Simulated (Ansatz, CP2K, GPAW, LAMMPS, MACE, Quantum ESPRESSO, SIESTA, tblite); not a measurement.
**Liquid Al56Cu44 (at. %) at 1700 K (71 atoms) in SIESTA**

Wanted: SIESTA inputs and outputs for liquid Al56Cu44 (at. %) at 1700 K (71 atoms), checked against a plane-wave reference.

Program: SIESTA 5.4.2. Level of theory: the method is named at each step. Results are calculated unless marked as measured.

In doubt: a PseudoDojo file used here is known to give poor structures and forces (steps 2, 3), which bears on pressures, cells, forces and phonons.

## 1. Set-up

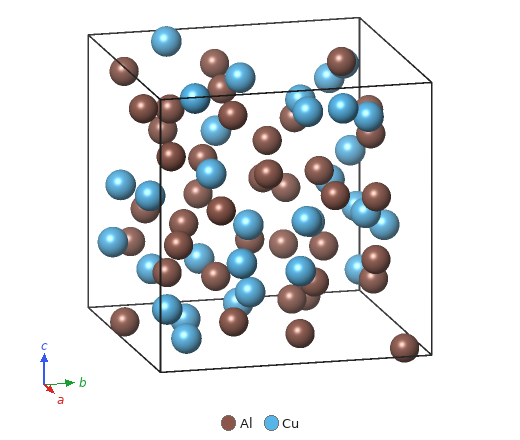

The cell as given, slightly off an axis (aluminium brown, copper blue). Some periodic images of atoms are drawn too.

The cell holds 71 atoms: 40 Al and 31 Cu. Its edges and angles: a = 10.683 Å, b = 10.683 Å, c = 10.683 Å, α = 90.0°, β = 90.0°, γ = 90.0°. 71 atoms (40 Al, 31 Cu) placed at random at 4.38 g/cm³, melted at 1800 K for 10 ps at fixed volume with the EAM Al-Cu potential (Cai and Ye, Phys. Rev. B 54, 8398 (1996)). Snapshot at the end of a hold of 10 ps at 1700 K and zero pressure.

The yardstick, on the same geometry:

| Item | Value |
| --- | --- |
| method | Kohn-Sham DFT, PBE, SSSP efficiency 1.3.0 pseudopotentials, plane waves (Quantum ESPRESSO 7.5); sssp-pbe-1.3.0-efficiency, cutoffs 60/480 Ry, Γ point |
| r.m.s. force component | 0.9682 eV/Å |
| longest force | 3.515 eV/Å |
| pressure | -1.905 GPa |
| time | 4.8 min on 4 MPI ranks of Arm Neoverse V2, shared host |
| CPU time | 19 min |

## 2. PBE, DZP, shift 0.01 Ry, mesh 500 Ry

Method: Kohn-Sham DFT, PBE, PseudoDojo 0.4.1 norm-conserving pseudopotentials (converted to PSML), numerical atomic orbitals (DZP), diagonalisation.

The .psml files are PseudoDojo norm-conserving potentials that we converted to this format, checked against plane waves on the same files for H, C, O, Si, Ge and Ca alone.

File input.fdf:

```
SystemLabel cell
NumberOfAtoms 71
NumberOfSpecies 2
%block ChemicalSpeciesLabel
  1 13 Al
  2 29 Cu
%endblock ChemicalSpeciesLabel
LatticeConstant 1.0 Ang
%block LatticeVectors
  10.68344 0.00000 0.00000
  0.00000 10.68344 0.00000
  0.00000 0.00000 10.68344
%endblock LatticeVectors
PAO.BasisSize DZP
PAO.EnergyShift 0.01 Ry
XC.Functional GGA
XC.Authors PBE
MeshCutoff 500 Ry
%block kgrid_Monkhorst_Pack
  1 0 0 0.0
  0 1 0 0.0
  0 0 1 0.0
%endblock kgrid_Monkhorst_Pack
SolutionMethod diagon
OccupationFunction FD
ElectronicTemperature 580 K
SCF.Mixer.Method Pulay
SCF.Mixer.Weight 0.05
SCF.Mixer.History 8
SCF.Mix Hamiltonian
MaxSCFIterations 300
SCF.DM.Tolerance 1e-04
SCF.H.Tolerance 1.0e-3 eV
WriteForces T
Write.HirshfeldPop T
Write.VoronoiPop T
Write.DM F
Write.H F
XML.Write F
AtomicCoordinatesFormat Fractional
%block AtomicCoordinatesAndAtomicSpecies
  0.77724 0.12607 0.40548 1
  0.98269 0.22854 0.57384 1
  0.59945 0.77379 0.99601 1
  0.42052 0.31034 0.62648 1
  0.36639 0.54642 0.52842 1
  0.47961 0.22427 0.40733 1
  0.60294 0.69079 0.60204 1
  0.85091 0.83372 0.32572 1
  0.28542 0.41764 0.84329 1
  0.21182 0.21846 0.68806 1
  0.66998 0.02528 0.88686 1
  0.79171 0.85120 0.54072 1
  0.31282 0.78462 0.25041 1
  0.45074 0.35006 0.19938 1
  0.81113 0.44862 0.65410 1
  0.60114 0.13069 0.26285 1
  0.72137 0.34080 0.85472 1
  0.58320 0.89610 0.18680 1
  0.14588 0.36625 0.42894 1
  0.03077 0.71146 0.19548 1
  0.88254 0.07077 0.75855 1
  0.67269 0.65451 0.21228 1
  0.13096 0.69323 0.42754 1
  0.57372 0.50692 0.71747 1
  0.93159 0.91808 0.01522 1
  0.24906 0.96720 0.72388 1
  0.91865 0.66622 0.58704 1
  0.19088 0.15942 0.39765 1
  0.85834 0.55234 0.07353 1
  0.84719 0.31088 0.12903 1
  0.37801 0.65000 0.07974 1
  0.23746 0.06920 0.91826 1
  0.48458 0.17255 0.83247 1
  0.21858 0.70141 0.70391 1
  0.02075 0.15088 0.23732 1
  0.17391 0.75551 0.03650 1
  0.28433 0.51944 0.28451 1
  0.44054 0.01751 0.05124 1
  0.57743 0.88765 0.71838 1
  0.04524 0.45384 0.87696 1
  0.28713 0.81291 0.48655 2
  0.76755 0.60525 0.86245 2
  0.16142 0.95862 0.11703 2
  0.41358 0.67208 0.81774 2
  0.21081 0.49671 0.03592 2
  0.35290 0.99703 0.32432 2
  0.14868 0.36931 0.19186 2
  0.03763 0.95583 0.52530 2
  0.10261 0.44363 0.64527 2
  0.80058 0.07801 0.17832 2
  0.90362 0.54249 0.31399 2
  0.01663 0.88411 0.79029 2
  0.37094 0.84237 0.93095 2
  0.48182 0.68798 0.38572 2
  0.56907 0.43896 0.41088 2
  0.37217 0.25840 0.03074 2
[... 11 atom lines left out ...]
  0.28072 0.15920 0.19818 2
  0.88456 0.33110 0.35061 2
  0.60746 0.20036 0.01815 2
  0.13816 0.25135 0.99279 2
%endblock AtomicCoordinatesAndAtomicSpecies
```

On the command line:

```sh
$ OMP_NUM_THREADS=1 mpirun -np 2 siesta < input.fdf > output.txt
```

What it wrote:

```text
Version         : 5.4.2
reinit: System Name:
reinit: System Label: cell
initatom: Reading input for the pseudopotentials and atomic orbitals ----------
Species number:   1 Atomic number:   13 Label: Al
Species number:   2 Atomic number:   29 Label: Cu
Ground state valence configuration (from tables):   3s02  3p01  3d00  4f00
Ground state valence configuration (from tables):   4s01  4p00  3d10  4f00
---- Processing specs for species: Al
GGA--PBE XC_GGA_X_PBE--XC_GGA_C_PBE pb
---- Processing specs for species: Cu
GGA--PBE XC_GGA_X_PBE--XC_GGA_C_PBE pb
Semicore shell(s) with  8 electrons included in the valence for Cu
Semicore shell(s): 3s 3p
Fallback to non-perturbative polarization scheme for Cu
Please see the manual if this is not desired in principle
Al pseudopotential only contains V_ls up to l=2 -- lmxkb reset.
Cu pseudopotential only contains V_ls up to l=2 -- lmxkb reset.
Using PAO.SplitTailNorm
%block ChemicalSpeciesLabel
    1   13 Al                      # Species index, atomic number, species label
    2   29 Cu                      # Species index, atomic number, species label
%endblock ChemicalSpeciesLabel
%block PAO.Basis                 # Define Basis set
Al                    2                    # Species label, number of l-shells
 n=3   0   2                         # n, l, Nzeta
   6.130      4.449
   1.000      1.000
 n=3   1   2 P   1                   # n, l, Nzeta, Polarization, NzetaPol
   7.969      5.883
   1.000      1.000
Cu                    5                    # Species label, number of l-shells
 n=3   0   1                         # n, l, Nzeta
   2.152
   1.000
 n=4   0   2                         # n, l, Nzeta
   6.292      4.520
   1.000      1.000
 n=3   1   1                         # n, l, Nzeta
   2.384
   1.000
 n=4   1   1                         # n, l, Nzeta
   6.292
   1.000
 n=3   2   2                         # n, l, Nzeta
   4.057      2.474
   1.000      1.000
%endblock PAO.Basis
coor:   Atomic-coordinates input format  =     Fractional
siesta: System type = bulk
initatomlists: Number of atoms, orbitals, and projectors:     71  1109  1278
siesta: ******************** Simulation parameters ****************************
Total number of electrons:   709.000000
Total ionic charge:   709.000000
 Kpoints in:            1 . Kpoints trimmed:            1
siesta: k-grid: Number of k-points = 1
siesta: k-points from Monkhorst-Pack grid
siesta: k-cutoff (effective) =     5.342 Ang
siesta: k-point supercell and displacements
siesta: k-grid:     1     0     0      0.000
siesta: k-grid:     0     1     0      0.000
siesta: k-grid:     0     0     1      0.000
                     ====================================
                        Single-point calculation
                     ====================================
outcell: Unit cell vectors (Ang):
       10.683440    0.000000    0.000000
        0.000000   10.683440    0.000000
        0.000000    0.000000   10.683440
outcell: Cell vector modules (Ang)   :   10.683440   10.683440   10.683440
outcell: Cell angles (23,13,12) (deg):     90.0000     90.0000     90.0000
outcell: Cell volume (Ang**3)        :   1219.3639
Gamma-point calculation with multiply-connected orbital pairs
Gamma-point calculation with multiply-connected orbital pairs
Folding of H and S implicitly performed
Folding of H and S implicitly performed
new_DM -- step:     1
Initializing Density Matrix...
Attempting to read DM from file... Failed...
DM filled with atomic data:
InitMesh: MESH = 144 x 144 x 144 = 2985984
InitMesh: Mesh cutoff (required, used) =   500.000   502.117 Ry
stepf: Fermi-Dirac step function
        iscf     Eharris(eV)        E_KS(eV)     FreeEng(eV)     dDmax    Ef(eV) dHmax(eV)
   scf:    1  -138961.331030  -154796.702250  -154797.503642  1.753092  1.455601145.531049
   scf:    2  -162712.888862  -161059.644583  -161060.032986  1.273651 -1.570337178.760688
   scf:    3  -162128.637059  -162124.044029  -162124.408708  1.300560 -2.606764 43.109835
   scf:    4  -162459.548796  -162336.514426  -162336.806957  0.222136 -3.171875 16.172925
   scf:    5  -162409.812656  -162377.486201  -162377.753040  0.055520 -3.367634 13.720638
   scf:    6  -162420.051649  -162405.379716  -162405.626019  0.103767 -3.608674  8.469937
   scf:    7  -162413.276637  -162410.682459  -162410.930063  0.076029 -3.710093  3.122171
   scf:    8  -162413.796357  -162412.578074  -162412.834276  0.047088 -3.721140  0.886420
[...]
scf:   22  -162413.411821  -162413.411790  -162413.680711  0.000096 -3.813305  0.001654
   scf:   23  -162413.411804  -162413.411797  -162413.680713  0.000030 -3.813379  0.001012
   scf:   24  -162413.411808  -162413.411803  -162413.680714  0.000041 -3.813412  0.000588
SCF Convergence by DM+H criterion
max |DM_out - DM_in|         :     0.0000409393
max |H_out - H_in|      (eV) :     0.0005880416
SCF cycle converged after 24 iterations
Using DM_out to compute the final energy and forces
siesta: E_KS(eV) =          -162413.4118
siesta: E_KS - E_eggbox =   -162413.4118
siesta: Atomic forces (eV/Ang):
     1    1.891788    0.013253    1.352823
     2   -0.651203    0.063450    0.031148
     3    0.570204   -0.931829   -2.270840
     4   -1.183284    0.689260   -0.016253
     5   -0.490288    0.194717    0.756801
     6   -1.967924   -0.044921    2.583943
[...]
69    0.349457   -0.687009    0.867907
    70    0.657125    0.749323    1.075491
    71   -0.713893    0.702221    0.274379
----------------------------------------
   Tot   -0.004414   -0.002740    0.009710
----------------------------------------
   Max    3.273060
   Res    1.019756    sqrt( Sum f_i^2 / 3N )
----------------------------------------
   Max    3.273060    constrained
Stress tensor Voigt[x,y,z,yz,xz,xy] (kbar):       45.36       28.14       15.80      -14.56       15.75       -0.81
(Free)E + p*V (eV/cell)  -162436.3343
Target enthalpy (eV/cell)  -162413.6807
siesta: Program's energy decomposition (eV):
siesta: Ebs     =    -24139.421629
siesta: Eions   =    202013.585167
siesta: Ena     =     12464.364215
siesta: Ekin    =     74137.363700
siesta: Enl     =    -27677.994404
siesta: DEna    =      1380.595222
siesta: DUscf   =        90.409119
siesta: Ex      =    -19647.409053
siesta: Ec      =     -1147.155434
siesta: Exc     =    -20794.564487
siesta: Eharris =   -162413.411808
siesta: Etot    =   -162413.411803
siesta: FreeEng =   -162413.680714
siesta: Final energy (eV):
siesta:  Band Struct. =  -24139.421629
siesta:       Kinetic =   74137.363700
siesta:       Hartree =   83636.368121
siesta:         Exch. =  -19647.409053
siesta:         Corr. =   -1147.155434
siesta:   Exch.-corr. =  -20794.564487
siesta:  Ion-electron = -244101.865581
siesta:       Ion-ion =  -55290.713555
siesta:         Total = -162413.411803
siesta:         Fermi =      -3.813412
siesta: Stress tensor (static) (eV/Ang**3):
siesta:     0.028312   -0.000509    0.009831
siesta:    -0.000509    0.017561   -0.009089
siesta:     0.009832   -0.009089    0.009861
siesta: Cell volume =       1219.363935 Ang**3
siesta: Pressure (static):
siesta:                Solid            Molecule  Units
siesta:          -0.00020234         -0.00035231  Ry/Bohr**3
siesta:          -0.01857817         -0.03234744  eV/Ang**3
siesta:         -29.76550349        -51.82631664  kBar
    Orbital volume contribution        =          64.267097 eV
    (Free)E + p_basis*V_orbitals       =     -162349.413617 eV
    (Free)Eharris+ p_basis*V_orbitals  =     -162349.413623 eV
Hirshfeld Atomic Populations:
Atom #   charge [q] valence [e]  Species
     1    -0.225368    3.225368  Al
     2    -0.147793    3.147793  Al
     3    -0.173656    3.173656  Al
     4    -0.174802    3.174802  Al
     5    -0.147672    3.147672  Al
     6    -0.241776    3.241776  Al
[...]
41     0.258869   18.741131  Cu
    42     0.291709   18.708291  Cu
    43     0.300993   18.699007  Cu
    44     0.315142   18.684858  Cu
    45     0.307064   18.692936  Cu
    46     0.229100   18.770900  Cu
[...]
--------------------
 Total    -0.000059
Voronoi Atomic Populations:
Atom #   charge [q] valence [e]  Species
[...]
38    -0.141564    3.141564  Al
    39    -0.111672    3.111672  Al
    40    -0.130527    3.130527  Al
[...]
69     0.172583   18.827417  Cu
    70     0.209279   18.790721  Cu
    71     0.108626   18.891374  Cu
--------------------
 Total    -0.000059
```

It took 8.6 min on 2 MPI ranks of Arm Neoverse V2, shared host; peak memory 2.8 GiB; 17 min of CPU time.

Banners, paths, timers and routine set-up lines are dropped from the logs unmarked, and long logs keep their key lines alone; longer cuts are marked.

Against the reference:

* r.m.s. force component: 1.02 eV/Å
* r.m.s. difference of force components: 74.97 meV/Å
* longest difference of force vectors: 269.9 meV/Å
* force difference over r.m.s. force: 7.743 %
* slope of forces against the reference's: 1.052
* correlation of force components: 0.9985
* pressure: -2.977 GPa
* pressure difference: -1.072 GPa

Length of the force difference by element (eV/Å):

| element | atoms | mean | most |
| --- | --- | --- | --- |
| Al | 40 | 0.12 | 0.21 |
| Cu | 31 | 0.12 | 0.27 |

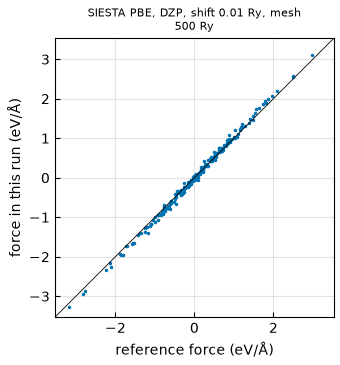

Force components against those of the reference; the line marks equality.

The surroundings of Al28, which bears the longest force, nearest first, numbered as they follow in the input and with coordinates relative to it.

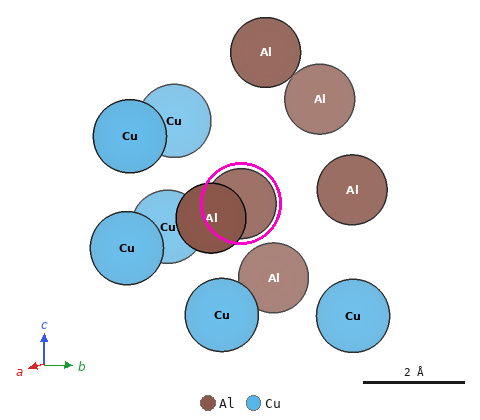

The atoms of the table, within 3.2 Å (arrows a, b, c point along x, y, z); some may hide others; the central atom is ringed.

| atom | x | y | z | distance (Å) | Hirshfeld charge (e) | Fx | Fy | Fz (eV/Å) |
| --- | --- | --- | --- | --- | --- | --- | --- | --- |
| Al28 | 0.00 | 0.00 | 0.00 | 0.00 | -0.27 | 1.56 | -2.88 | 1.73 |
| Al19 | -0.48 | 2.21 | 0.33 | 2.29 | -0.19 | -0.91 | 3.11 | 0.42 |
| Cu68 | 0.96 | 0.00 | -2.13 | 2.34 | 0.23 | -0.39 | 0.09 | -0.77 |
| Cu66 | -1.08 | -2.07 | -0.70 | 2.44 | 0.26 | 0.74 | -1.39 | -1.64 |
| Al35 | -1.82 | -0.09 | -1.71 | 2.50 | -0.32 | -0.82 | 0.50 | -1.66 |
| Cu46 | 1.73 | -1.73 | -0.78 | 2.57 | 0.23 | 0.76 | -0.32 | -0.39 |
| Cu59 | 2.07 | -1.52 | 1.52 | 2.99 | 0.22 | 0.16 | 0.76 | 0.82 |
| Al2 | -2.22 | 0.74 | 1.88 | 3.01 | -0.15 | -0.65 | 0.06 | 0.03 |
| Cu48 | -1.64 | -2.18 | 1.36 | 3.04 | 0.29 | -0.74 | -0.18 | 2.55 |
| Al6 | 3.08 | 0.69 | 0.10 | 3.16 | -0.24 | -1.97 | -0.04 | 2.58 |
| Cu47 | -0.45 | 2.24 | -2.20 | 3.17 | 0.25 | -0.89 | -1.39 | 1.04 |
| Al10 | 0.22 | 0.63 | 3.10 | 3.17 | -0.09 | -0.94 | -0.26 | 0.27 |

Forces lie 7.7 % from the reference's, at 0.90 times its CPU time (on 2 against 4 cores).

## 3. PBE, SZP, shift 0.01 Ry, mesh 500 Ry

Method: Kohn-Sham DFT, PBE, PseudoDojo 0.4.1 norm-conserving pseudopotentials (converted to PSML), numerical atomic orbitals (SZP), diagonalisation.

input.fdf, as its differences from that of step 2:

```diff
@@ -13,3 +13,3 @@
 %endblock LatticeVectors
-PAO.BasisSize DZP
+PAO.BasisSize SZP
 PAO.EnergyShift 0.01 Ry
```

What it wrote:

```text
Version         : 5.4.2
reinit: System Name:
reinit: System Label: cell
initatom: Reading input for the pseudopotentials and atomic orbitals ----------
Species number:   1 Atomic number:   13 Label: Al
Species number:   2 Atomic number:   29 Label: Cu
Ground state valence configuration (from tables):   3s02  3p01  3d00  4f00
[... lines left out ...]
        iscf     Eharris(eV)        E_KS(eV)     FreeEng(eV)     dDmax    Ef(eV) dHmax(eV)
[... lines left out ...]
SCF Convergence by DM+H criterion
[... lines left out ...]
SCF cycle converged after 25 iterations
[... lines left out ...]
   Max    3.625564
[... lines left out ...]
   Max    3.625564    constrained
Stress tensor Voigt[x,y,z,yz,xz,xy] (kbar):       27.38        6.64       -6.10      -13.12       17.10        1.22
[... lines left out ...]
siesta: FreeEng =   -162394.503142
[... lines left out ...]
siesta:         Fermi =      -3.824411
[... lines left out ...]
siesta:          -0.00581002         -0.02144761  eV/Ang**3
siesta:          -9.30867580        -34.36285288  kBar
    Orbital volume contribution        =          52.644200 eV
    (Free)E + p_basis*V_orbitals       =     -162341.858942 eV
    (Free)Eharris+ p_basis*V_orbitals  =     -162341.858950 eV
Hirshfeld Atomic Populations:
Atom #   charge [q] valence [e]  Species
     1    -0.224848    3.224848  Al
     2    -0.142638    3.142638  Al
     3    -0.168759    3.168759  Al
[...]
41     0.252077   18.747923  Cu
    42     0.284255   18.715745  Cu
    43     0.296559   18.703441  Cu
[...]
--------------------
 Total    -0.000052
Voronoi Atomic Populations:
Atom #   charge [q] valence [e]  Species
[...]
39    -0.101756    3.101756  Al
    40    -0.121516    3.121516  Al
[...]
70     0.194237   18.805763  Cu
    71     0.097108   18.902892  Cu
--------------------
 Total    -0.000053
```

The job ended after 6.4 min (2 MPI ranks; peak memory 2.4 GiB; 13 min of CPU time).

Numbers from this run, and their distance from the reference:

```
r.m.s. force component                  : 1.138 eV/Å
r.m.s. difference of force components   : 224.1 meV/Å
longest difference of force vectors     : 800.9 meV/Å
force difference over r.m.s. force      : 23.15 %
slope of forces against the reference's : 1.164
correlation of force components         : 0.9903
pressure                                : -0.9309 GPa
pressure difference                     : 0.9738 GPa
```

This is a coarse setting, run to see what it loses.

Against the first run (7.7 %), the force difference from the reference is 23 %, at 0.75 times the CPU time, with 763 basis functions against 1109: the smaller basis costs accuracy.

(Part 1 of 2 ends here.)

[Also dropped from logs without a mark: logging warnings of Python, and SIESTA's first energy breakdown and zero terms.]

[Logs are printed without paths, hosts, clocks, repeated set-up lines and the standing remarks that a program may print on its own settings, such as how far it seeks lower states.]

[Hosts, paths, dates, database ids (printed as entryN), source tags and the programs' standing remarks are cut or masked in the printed files.]
